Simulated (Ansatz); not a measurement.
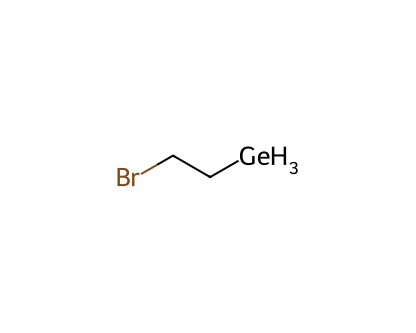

Figure made from data computed with Ansatz.

2D structure.

Question: Write the SMILES.

Answer: [GeH3][CH2]CBr

Question: Give the formula, hydrogens included.

Answer: C2H7BrGe.
